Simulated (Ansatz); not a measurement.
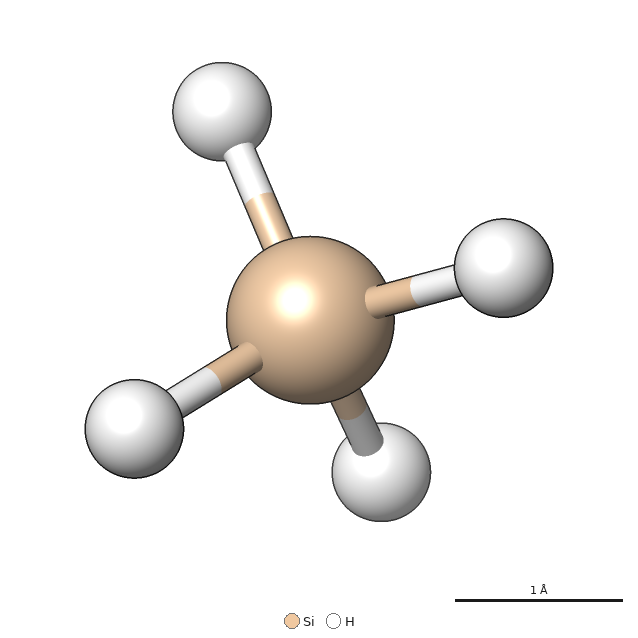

A ball-and-stick model of a molecule.

The geometry was computed by an optimisation with PBE0-D4/def2-TZVP.

Description:

The molecule is SiH₄. The point group is Td. Coordination: 1 Si tetrahedral.

More results for the same structure follow; atom numbers are the same in all pictures, views and colours differ.

### Shape

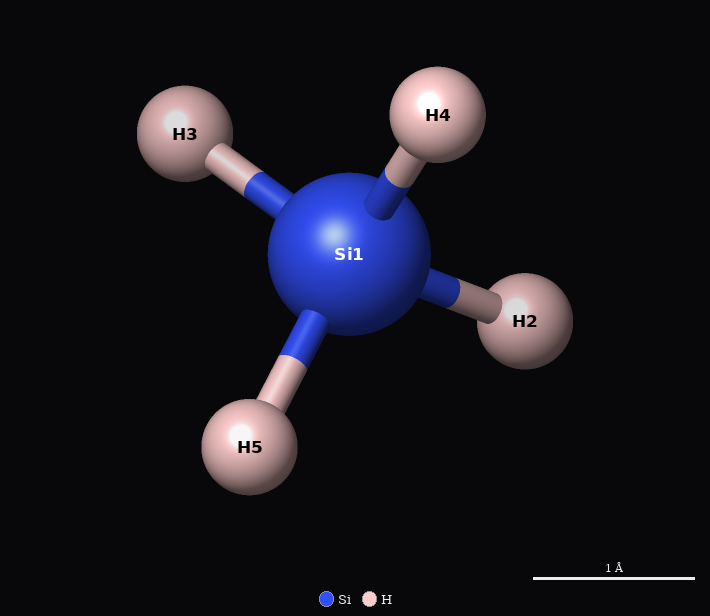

Numbered structure.

Which atoms are bonded, and how long are the bonds?

| bond | length (Å) |
| --- | --- |
| Si1–H2 | 1.485 |
| Si1–H3 | 1.485 |
| Si1–H4 | 1.485 |
| Si1–H5 | 1.485 |

### Vibrations

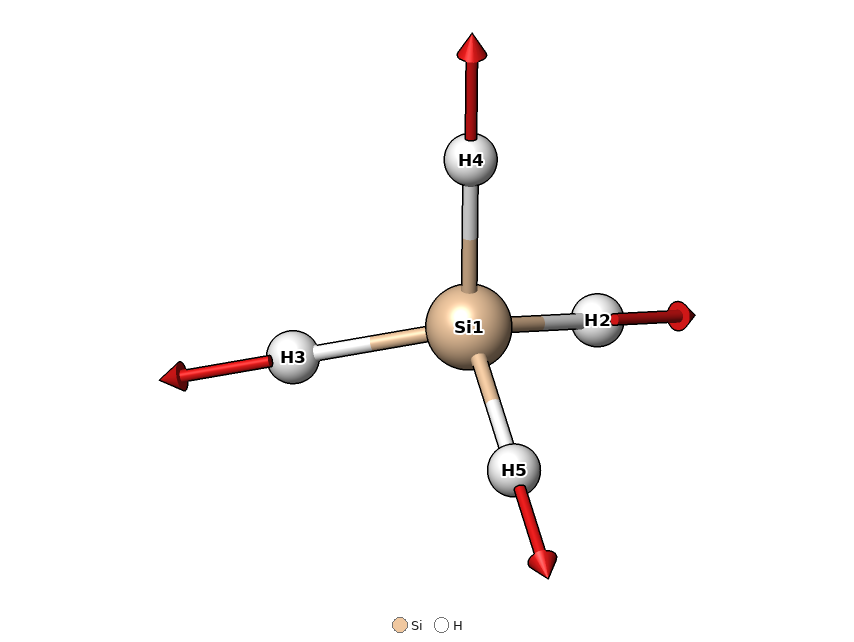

The arrows show one normal mode. Harmonic vibrations computed with RKS PBE0-D4/def2-TZVP (Ansatz 0.2.0) at a stationary point of the same level.

Describe the motion.

Mostly in-phase stretching of 4 Si–H bonds.

At what wavenumber does it lie?

2236 cm⁻¹; it is mode 6 of 9 counted from the lowest.

### Charges

The questions are on Mulliken charges. Level of theory: RKS PBE0-D4/def2-TZVP (Ansatz 0.2.0).

List the Mulliken charges.

```json
{"atom": "Si1", "value (e)": "0.07"}
{"atom": "H2", "value (e)": "−0.02"}
{"atom": "H3", "value (e)": "−0.02"}
{"atom": "H4", "value (e)": "−0.02"}
{"atom": "H5", "value (e)": "−0.02"}
```

### Electronic properties

Properties computed with RHF-CCSD(T), frozen core/def2-TZVPP (Ansatz 0.2.0).

Give the T1 diagnostic at this level.

0.011.

Mulliken values depend strongly on the basis set and can even reverse the polarity of a bond.
